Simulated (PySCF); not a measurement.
C3H9ClSSi2

Input file:

```
{"job": {"kind": "nmr", "xc": "PBE0", "basis": "pcSseg-1"}, "charge": 0, "multiplicity": 1}
Si     3.621572     0.041882     0.132298
S      1.788842     1.030643    -0.410693
Si     0.253284    -0.378735     0.114294
Cl     0.550129    -1.128891     1.971225
C     -1.372878     0.548131     0.044766
C     -2.665502    -0.220080     0.086786
C     -2.244191     0.445671    -1.177209
H      4.627057     0.919054    -0.438469
H      3.612437    -1.285369    -0.470392
H      3.678970    -0.038605     1.584067
H      0.318603    -1.498350    -0.817632
H     -1.386570     1.511857     0.541338
H     -3.489634     0.201450     0.642367
H     -2.618818    -1.297494     0.139372
H     -2.773470     1.330503    -1.495967
H     -1.907429    -0.172722    -1.994700
```

Command:

```sh
OMP_NUM_THREADS=1 python probes_run.py task.json out
```

Geometry: GFN2-xTB.

The calculation used PBE0/pcSseg-1, SCF density, gas phase, non-relativistic in PySCF.

> What can the converged electron density and electron localisation function tell about the bonding?

C–C (1.50 Å): ρ is about 1.6 e/Å³ halfway; the ELF peaks at about 0.85 between the atoms, as expected for a covalent bond.
C–Si (1.87 Å): the density is about 0.97 e/Å³ at the midpoint; the ELF peaks at about 0.95 between the atoms (localised, covalent bonding).
C–H (1.08 Å): ρ at the midpoint is about 2 e/Å³; the ELF climbs to about 1 towards the hydrogen, as it does in any bond to H; a covalent bond by its length.

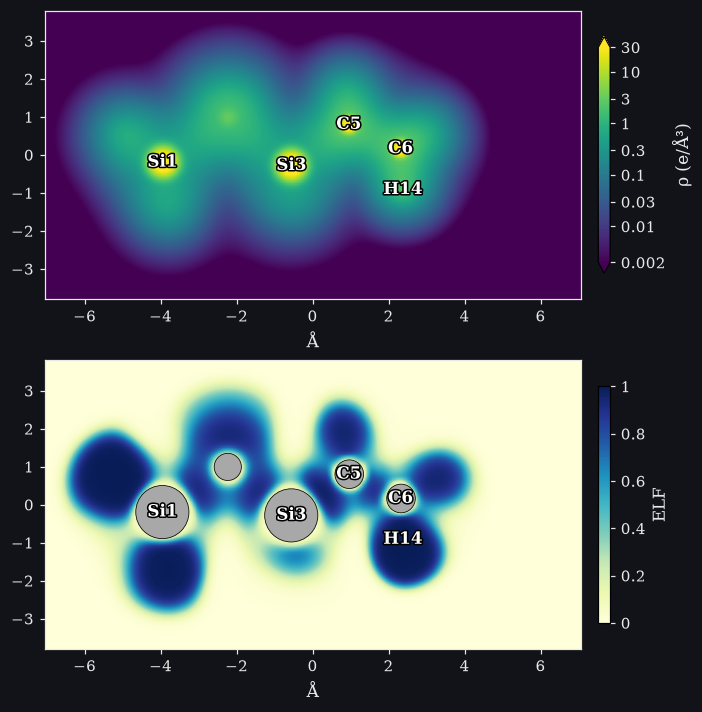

Computed electron density and electron localisation function on the plane of atoms C5, C6 and H14, in this order. Grey discs cover the atomic cores in the ELF map. 
